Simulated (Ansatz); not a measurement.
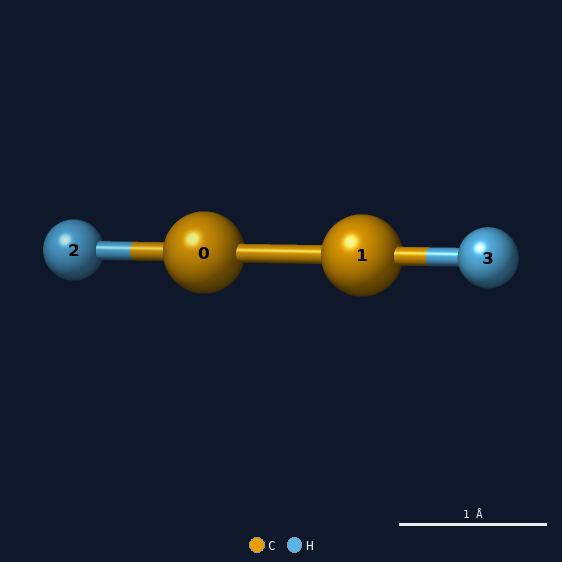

The structure as it stands in the input. Atoms are numbered from 0, in the order of the input.

The calculation was set up as follows.

```yaml
crystal:
  periodic: [false, false, false]
  atoms:
    - {symbol: C, position_ang: [0.155539, -0.542087, 0.200394]}
    - {symbol: C, position_ang: [-0.155544, 0.542081, -0.200394]}
    - {symbol: H, position_ang: [0.412537, -1.437857, 0.531559]}
    - {symbol: H, position_ang: [-0.404477, 1.409775, -0.521179]}
basis:
  gaussian: {orbitals: def2-TZVPP}
correlation: {method: ccsd_t}
```

Result:

```
Functional definition: HF
  name "HF"
  cite "Fock, Z. Phys. 61, 126 (1930) doi:10.1007/BF01340294"
  parent pbe
  exchange = exact_x
  correlation = 0
534 factors; integrals over basis functions are off by at most 9.2e-4 eV
mean field evaluation 1: about -2089.4989 eV, gradient 2.4e1 eV
mean field evaluation 2: about -2089.5042 eV, gradient 2.4e1 eV
mean field evaluation 4: about -2090.9050 eV, gradient 1.7e0 eV
mean field evaluation 8: about -2090.9144 eV, gradient 9.8e-2 eV
mean field evaluation 16: about -2090.9096 eV, gradient 3.7e-1 eV
mean field -2090.91438590 eV, -76.8396864092 hartree, gradient 1.1e-6 eV, S^2 0.000000; 0 other end points of the search recorded, 0 dependent functions left out
2 core orbitals not correlated: weight in the atoms' cores, before any rotation towards them, 1.000 or more for the frozen orbitals, at most 0.000 for the correlated occupied ones
reference -2090.91438590 eV, -76.8396864092 hartree; 5, 5 occupied and 83, 83 virtual orbitals, 534 factors
second order -8.33097185 eV of doubles, -0.00000000 eV of singles
cycle   1  -8.35989724 eV  change   -2.9e-2 eV  update   7.0e-2
cycle   2  -8.60901390 eV  change   -2.5e-1 eV  update   2.2e-2
cycle   3  -8.66445923 eV  change   -5.5e-2 eV  update   1.1e-2
cycle   4  -8.66629462 eV  change   -1.8e-3 eV  update   2.9e-3
cycle   5  -8.66787521 eV  change   -1.6e-3 eV  update   7.2e-4
cycle   6  -8.66802447 eV  change   -1.5e-4 eV  update   1.8e-4
cycle   7  -8.66810855 eV  change   -8.4e-5 eV  update   3.7e-5
cycle   8  -8.66811868 eV  change   -1.0e-5 eV  update   8.7e-6
perturbative correction -0.42785677 eV, -0.0157234464 hartree
Total energy: -2100.01036135 eV, -77.1739573415 hartree
```
